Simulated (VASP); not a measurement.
Band structure of AlN (zinc blende). Method: vdW-DF-cx, VASP's PBE PAW potentials (set 64) (plane waves; VASP).

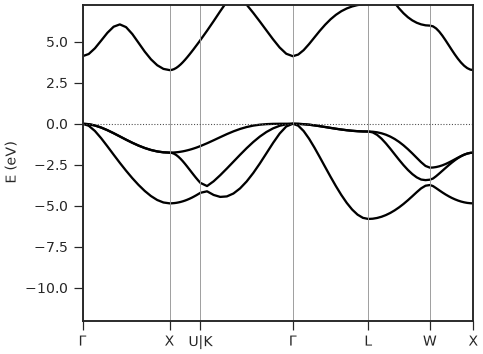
*Bands along high-symmetry lines, zero at the valence-band maximum or, without a gap, the Fermi level*

### Question
Read the plot: is there a gap, and where are the band edges?

### Answer
The gap is indirect, 3.27 eV, from the valence maximum at Γ to the conduction minimum at X. (Edges off the drawn lines would not show.)

Measured: gap 5.34 eV (computed value off by -2.07 eV), as given by Daiki Deguchi et al., Japanese Journal of Applied Physics (2016), arXiv:1512.06930.

The compound is AlN in the zinc blende structure, a metastable form; wurtzite is the usual one. It was relaxed first.
